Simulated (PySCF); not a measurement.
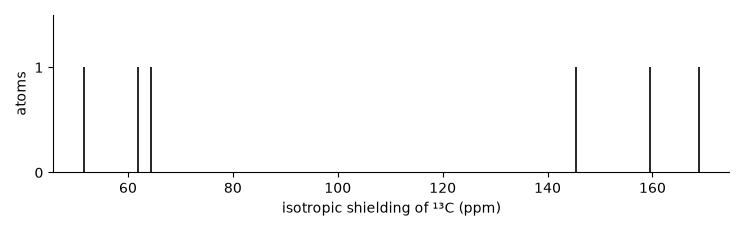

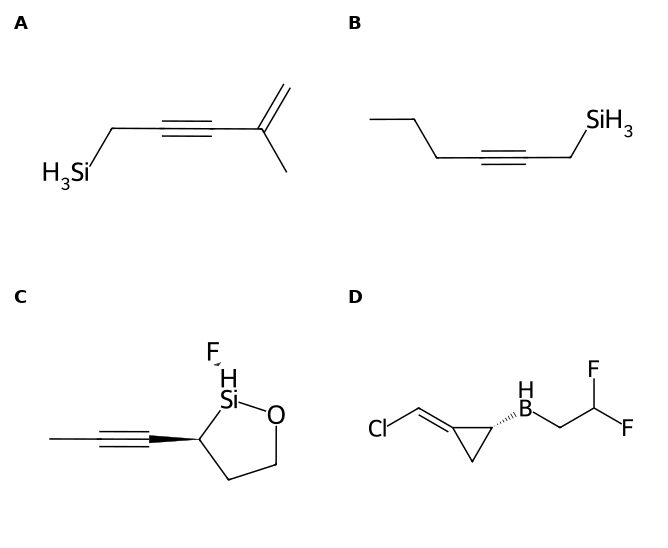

The sticks are computed shieldings of one of the molecules, for one fixed geometry (GFN2-xTB) without averaging over rotations. Low shielding means a high chemical shift. Method: GIAO PBE0/pcSseg-1 NMR shielding, non-relativistic, gas phase (PySCF 2.14.0).

Match the spectrum to a structure.

D, `FC(F)CB[C@@H]1C/C1=C\Cl`. Its 6 C atoms give lines at 51.6, 62.0, 64.4, 145.4, 159.4, 168.8 ppm.

The geometry is semi-empirical. Around B, Si such bond lengths and angles can be off by a tenth of an ångström or more and by several degrees, and values that hang on the shape move with them.
